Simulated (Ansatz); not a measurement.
Input file:

```
crystal:
  periodic: [false, false, false]
  atoms:
    - { symbol: B, position_ang: [-1.6369, -0.0077, -0.5642] }
    - { symbol: Si, position_ang: [-0.4257, -0.5869, 0.7593] }
    - { symbol: "N", position_ang: [1.1871, -0.6128, 0.0591] }
    - { symbol: C, position_ang: [1.8812, 0.4662, -0.3296] }
    - { symbol: F, position_ang: [3.0616, 0.3745, -0.8613] }
    - { symbol: H, position_ang: [-2.3186, 1.0304, -0.3811] }
    - { symbol: H, position_ang: [-1.7807, -0.5509, -1.5875] }
    - { symbol: H, position_ang: [-0.7589, -1.9237, 1.1777] }
    - { symbol: H, position_ang: [-0.448, 0.3338, 1.9643] }
    - { symbol: H, position_ang: [1.3219, 1.4258, -0.2338] }
magnetization:
  spin_polarized: true
basis:
  gaussian: { orbitals: def2-SVP }
hamiltonian:
  xc: pbe
  dispersion: d4
relax:
  f_tol: 0.02
  max_steps: 50
output:
  orbitals: {}
```

Run with:

```sh
ansatz run input.yaml --threads 2 --pin off --max-ram 3072MiB --backend cpu --events-out ev --progress --plain --runs-dir out
```

The fields are those of the relaxed geometry.

Computed with UKS PBE-D4/def2-SVP (Ansatz 0.2.0).

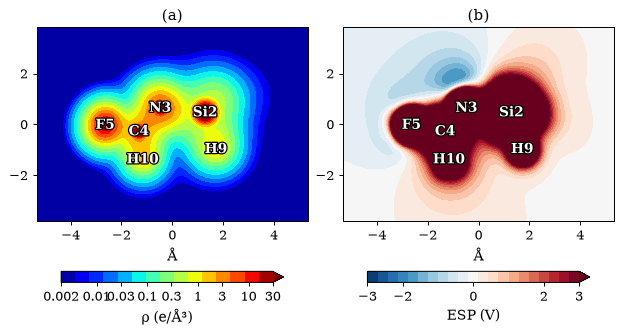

CH$_{5}$BFNSi. (a) electron density; (b) molecular electrostatic potential on the plane of atoms F5, C4 and H10.

> Interpret the plot.

The section cuts through Si, N, C, F and H sites. C–N (1.25 Å): the density is about 2.9 e/Å³ at the midpoint. C–F (1.35 Å): ρ is about 2.2 e/Å³ halfway, with its minimum of 1.8 e/Å³ about 0.5 Å from C. Si–N (1.76 Å): ρ is about 0.99 e/Å³ halfway. C–H (1.12 Å): ρ at the midpoint is about 1.9 e/Å³. Si–H (1.52 Å): the density is about 0.72 e/Å³ at the midpoint. Outside the dense part of the molecule the potential is most negative (−1.8 V) near N3.
